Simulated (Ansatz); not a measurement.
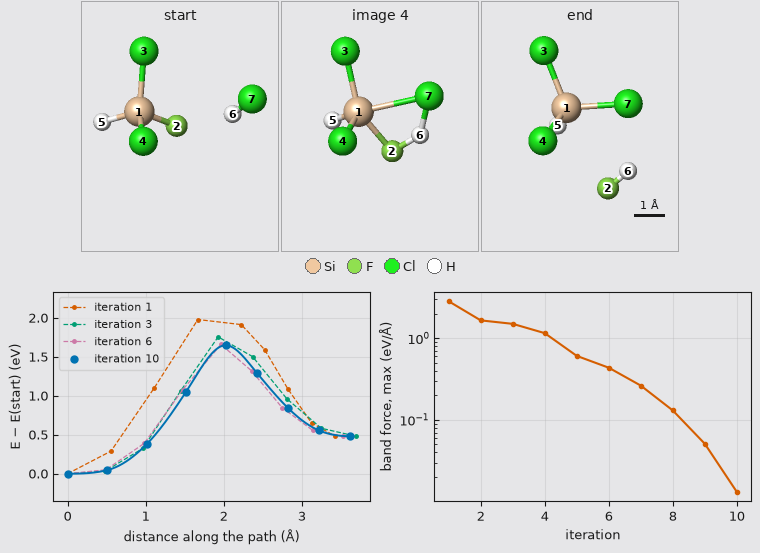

NEB run on SiH2Cl3F. Images are numbered from 0 (start) to 8 (end). The plot follows the band through its iterations. Style: ball-and-stick. Shown from a free direction.

The calculation used Ansatz 0.2.0, RKS B3LYP-D4/def2-SVP. Settings: 7 movable images; climbing image; force threshold 0.03 eV/Å; iteration limit 60; starting path through a guess of the saddle point.

> Judge this run.

The result is final at these settings. The band converged in 10 iterations. The largest component of the band force went from 2.8 to 0.013 eV/Å. The climbing image converged on the top of the path. Its vibrational analysis gives one imaginary mode (616i cm⁻¹), as a transition state must have. The first iteration put the highest image at 1.98 eV. Forward barrier 1.65 eV, backward barrier 1.17 eV, with image 4 at the top; the reaction energy is +0.48 eV.

The run took 2.9 min on 2 threads of Arm Neoverse V1 (shared host), peak memory 0.24 GiB.
